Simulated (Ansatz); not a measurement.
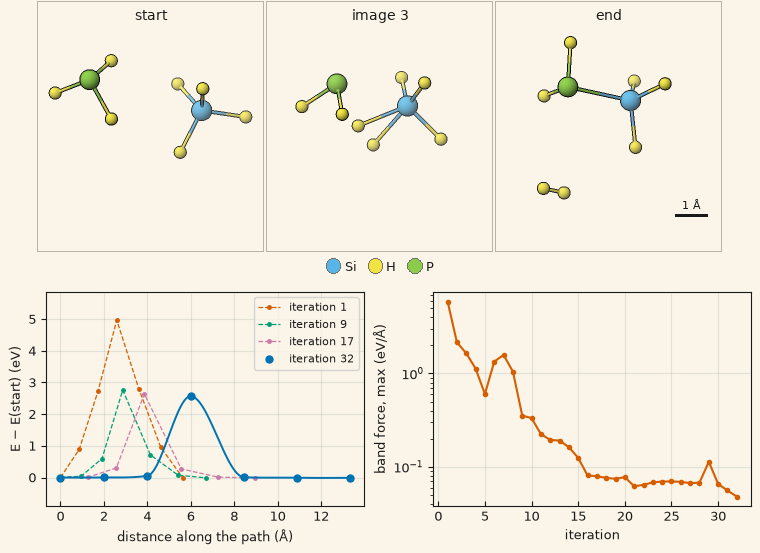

NEB run on SiPH7, made up at the start of SiH$_{4}$ and PH3. Images are numbered from 0 (start) to 6 (end). The plot follows the band through its iterations. A ball-and-stick model, seen at a tilt.

These are results of Ansatz, RKS PBE-D4/cc-pVDZ, not measurements. Settings: 5 movable images; climbing image; force threshold 0.05 eV/Å; iteration limit 60; starting path through a guess of the saddle point.

**How did the profile develop, and is the result final?**

The result is final at these settings. The band converged in 32 iterations. The largest component of the band force went from 5.9 to 0.048 eV/Å. The climbing image converged on the top of the path. Its vibrational analysis gives one imaginary mode (1447i cm⁻¹), as a transition state must have. The first iteration put the highest image at 4.97 eV. The barrier is about 2.57 eV in both directions, with image 3 at the top; the ends have nearly the same energy.

Limits of the set-up: the start holds two separate molecules, 2.9 Å apart at their closest, whose relative position is a soft coordinate.
